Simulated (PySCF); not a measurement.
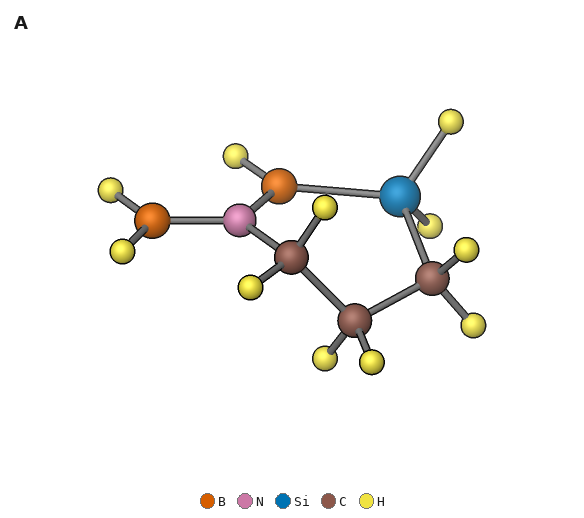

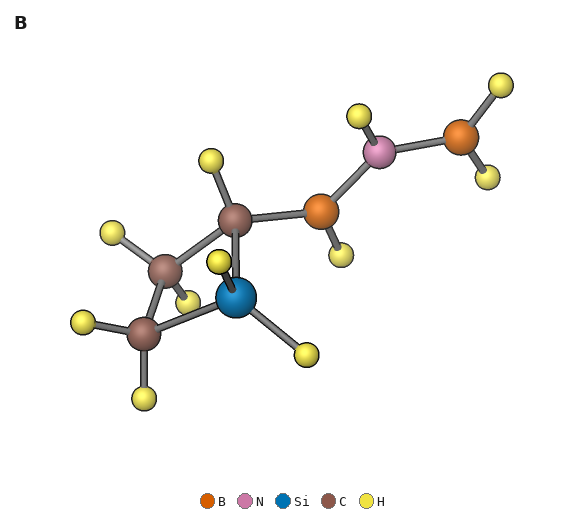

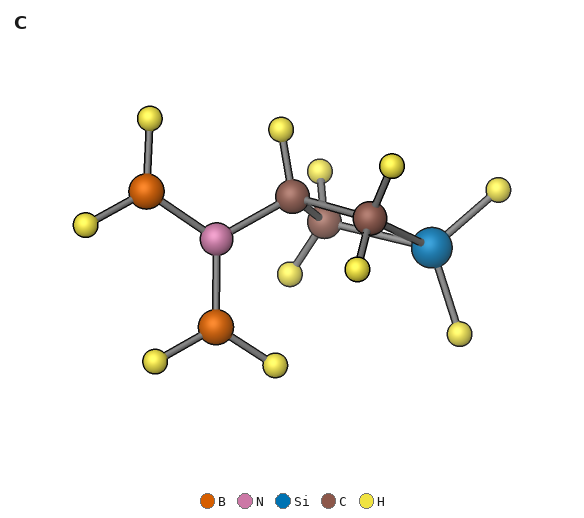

3 stationary structures of one formula. Geometries: GFN2-xTB. Electronic energies: CAM-B3LYP/def2-SVPD (PySCF 2.14.0), without zero-point energy. No frequency run is at hand to confirm each as a minimum. Each is one conformer, not always the lowest.

> Which is lowest in energy, and by how much?

B is lowest; A lies 15.4 kJ/mol above it, C lies 82.7 kJ/mol above it. A is `BN1B[SiH2]CCC1`, B is `BNB[C@H]1CC[SiH2]1`, C is `BN(B)C1C[SiH2]C1`.

The geometry is semi-empirical. Around B, Si such bond lengths and angles can be off by a tenth of an ångström or more and by several degrees, and values that hang on the shape move with them.
